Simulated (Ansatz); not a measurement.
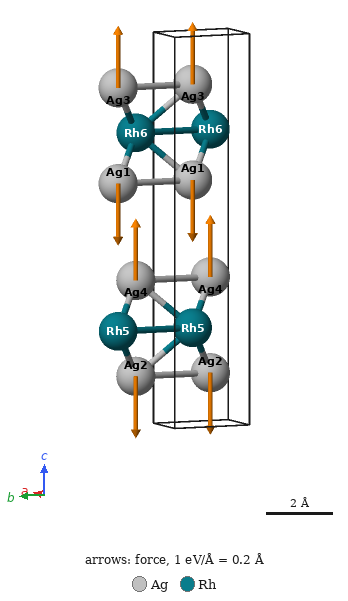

Starting geometry of a crystal of Ag$_{2}$Rh (built on the 2H molybdenite_194 type) (coarse preliminary run) with the computed forces as orange arrows. A ball-and-stick model of the cell of the calculation, repeated 1 × 2 × 1 with one cell outlined, seen from a free direction.

Case: 2H molybdenite type (P6_3/mmc, No. 194).

Computed with DFT PBE, scalar-relativistic, plane waves, PAW (Ansatz 0.2.0). (plane-wave cutoff 420 eV; k-point mesh 6 × 6 × 2; occupations gaussian; smearing width 0.1 eV; no spin polarisation; cell and atoms relaxed; force threshold 0.04 eV/Å; at most 70 steps)

> What follows when this structure is relaxed?

It isn't relaxed: the largest force vector, on Ag atoms, is 9.49 eV/Å. The atoms end up moving mostly along the starting forces (cosine between the two patterns 1.00). After 8 accepted moves (10 points after the start) the energy has fallen by 11.132 eV per cell of the calculation. Largest force component: 9.5 eV/Å at the start, 0.0044 eV/Å at the end. Pressure: 67.02 GPa at the start and −0.07 GPa at the end. The SCF was repeated twice at an unchanged geometry on a basis and grid sized afresh for the cell, which shifted the energy by 62.4 meV per cell of the calculation at most. The largest moves relative to the cell, 0.60 Å, are those of Ag1, Ag2, Ag3 and Ag4. Ag4 goes along +c. Rh stays in place. Cell: a = b 3.071 → 2.799 Å (−8.9 %), c 11.945 → 14.514 Å (+21.5 %). Volume +0.9 %. Some distances before and after: Ag1–Rh6 2.299 → 2.878 Å, Ag1–Ag4 3.524 → 2.973 Å, Ag1–Ag1 3.071 → 2.799 Å, Rh5–Rh5 3.071 → 2.799 Å. The space group stays P6_3/mmc (No. 194).
